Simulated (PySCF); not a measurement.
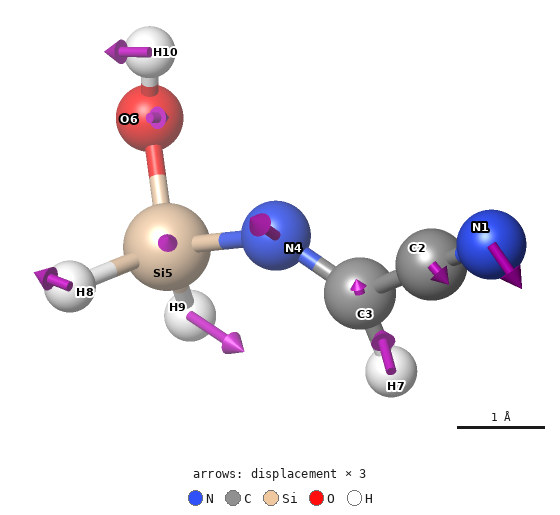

This is a relaxation of C₂H₄N₂OSi. The starting structure is drawn; purple arrows show the displacements, 3 times their true length. The two geometries are superimposed by the best rigid fit.

A ball-and-stick model, seen from a free direction.

The start comes from GFN2-xTB. Its atoms were then displaced at random by about 0.01 Å.

Method: PySCF, PBE0-D3(BJ)/def2-SVP geometry optimisation, gas phase. 

### Atoms of which element are displaced furthest, and by how much?

Hydrogen: up to 0.33 Å, against 0.21 Å for nitrogen.

### Describe the change and its energy.

Over 11 geometry steps the energy falls by 0.254 eV. H9 moves most after the best rigid fit: 0.33 Å. Largest moves by element: H 0.33 Å, N 0.21 Å, O 0.11 Å, C 0.10 Å, Si 0.09 Å. Among the contacts that change: Si5–H9 1.430 → 1.490 Å, C3–N4 1.207 → 1.263 Å, Si5–O6 1.622 → 1.652 Å, Si5–H8 1.464 → 1.490 Å. Among the angles between lasting bonds that change: C3–N4–Si5 132.9° → 124.4°, N4–Si5–H9 118.3° → 111.7°, N4–Si5–H8 100.4° → 105.1°.
